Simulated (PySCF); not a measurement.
# BH3, SMILES `B`: electronic structure

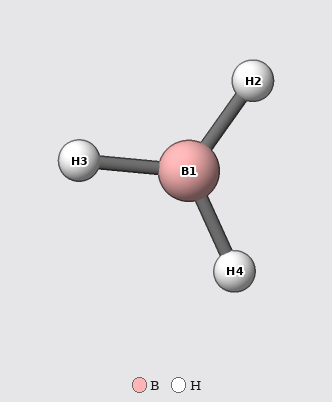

The molecule, with its atoms numbered as below. No frequency check shows the geometry to be a minimum.

Cartesian coordinates (Å):

```
B1       0.0000    0.0000    0.0000
H2      -0.3009    1.1249    0.0000
H3      -0.8237   -0.8231    0.0000
H4       1.1247   -0.3018    0.0000
```

## 1. Bonding charge

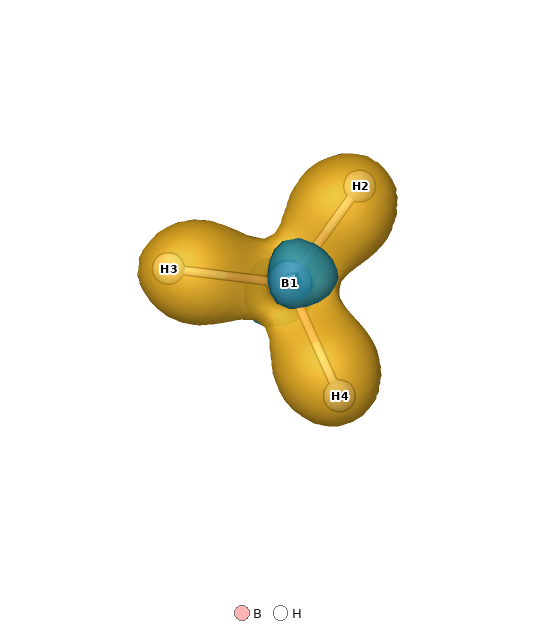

Deformation density (molecule less spherical, spin-averaged free atoms at the same positions), surfaces at ±0.2 e/Å³; yellow: gain, teal: loss.

Method: PBE0/def2-TZVP; geometry: GFN2-xTB; program: PySCF.

Question: Describe the bonding that the map shows.

Answer: B1–H2, B1–H3 and B1–H4: +0.54 e/Å³ at the bond critical point (bond length 1.16 Å, Mayer order 1.0). In all, 1.0 electrons gather in the regions of gain relative to the promolecule.

Question: Where do the Hirshfeld charges lie?

Answer: The highest Hirshfeld charge is on B1 (+0.16 e), the lowest on H2, H3 and H4 (−0.05 e).

## 2. Bond critical points

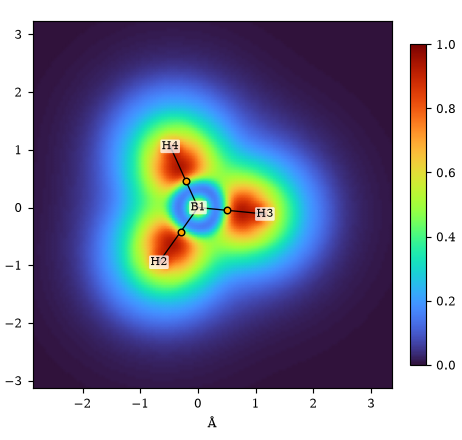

Localised orbital locator (LOL) in the molecular plane, with bond paths and bond critical points (dots).

Question: What values does LOL take at the bond critical points in this plane?

Answer: B1–H2, B1–H3 and B1–H4: about 0.58. Values above 0.5 mark slow, localised electrons, as in shared pairs; low values at a critical point mark a polar or closed-shell contact whose critical point lies between the shells.

## 3. Local ionisation energy

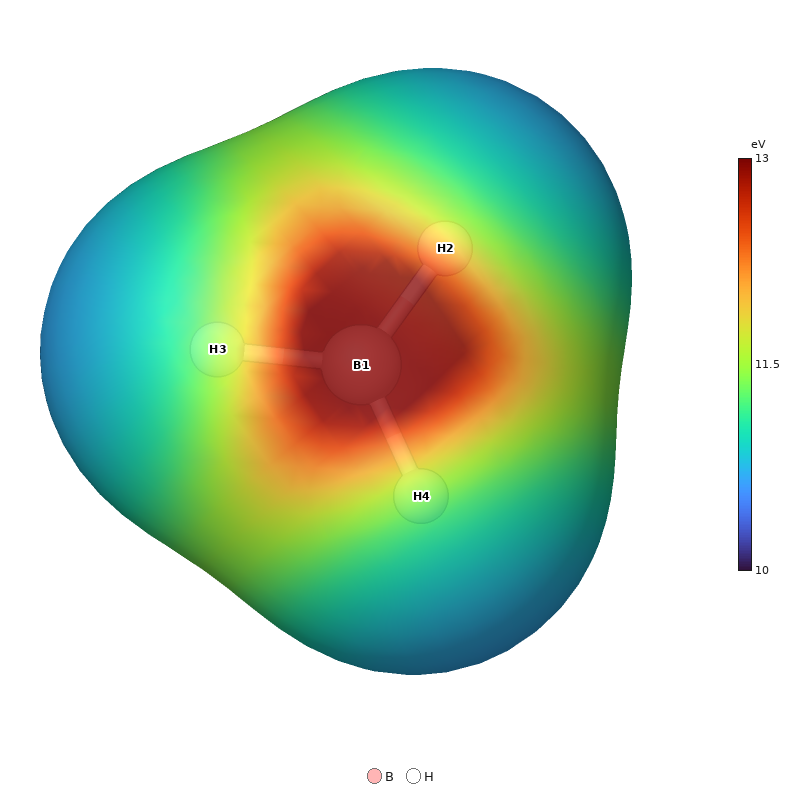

Average local ionisation energy on the surface of electron density 0.001 a.u.

Question: Where are the most loosely bound electrons on this surface?

Answer: The lowest value is 10.7 eV, 1.4 Å from H4, and at like points elsewhere. For comparison, the highest occupied orbital lies at −10.0 eV.

Question: What volume does the surface enclose, and what is the dipole moment?

Answer: About 42 Å³; the dipole moment is 0.0 D.

## 4. In an electric field

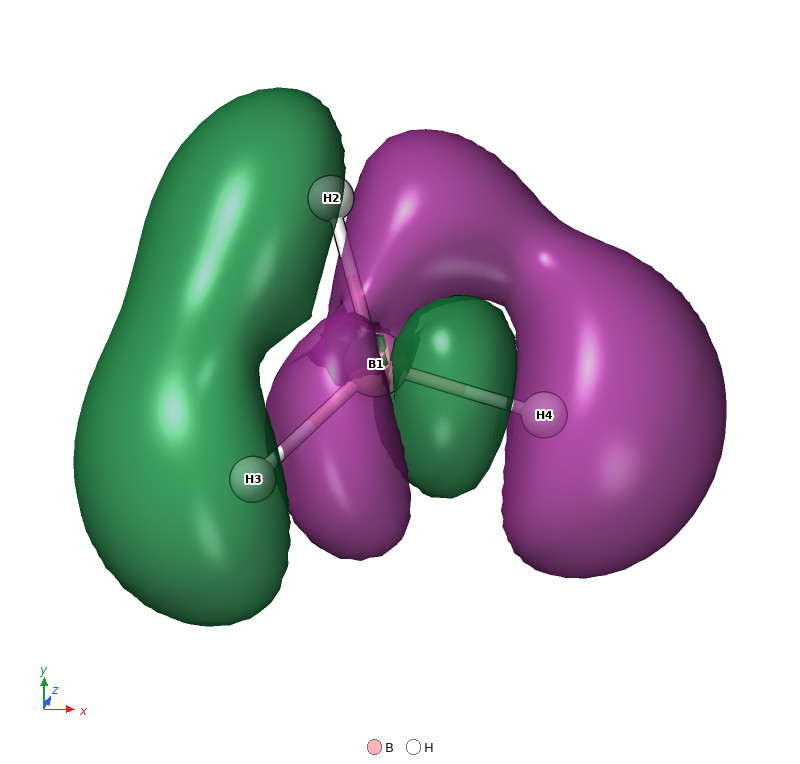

Change of the electron density in a uniform field of 0.21 V/Å, surfaces at ±0.0008 e/Å³ (green: gain, purple: loss).

Computed with PySCF, PBE0/def2-TZVP, geometry: GFN2-xTB. A basis without diffuse functions makes polarisabilities too small.

Question: Along which Cartesian direction does the field point?

Answer: Along +x: electrons gather on the −x side, against the field.

Question: What dipole is induced, and what polarisability does it imply?

Answer: The induced dipole is 0.18 D (along the field); α along this axis, from the fields in both directions, is 17 bohr³ (2.6 Å³).

Question: Which atoms gain and lose the most charge?

Answer: Electrons gather most on H3 (Hirshfeld charge changes by −0.006 e) and leave H4 most (+0.008 e); 0.020 electrons are displaced in all.

The PySCF runs shown took 1.9 s and 2.9 s on 1 thread of Arm Neoverse V2, on a shared host.
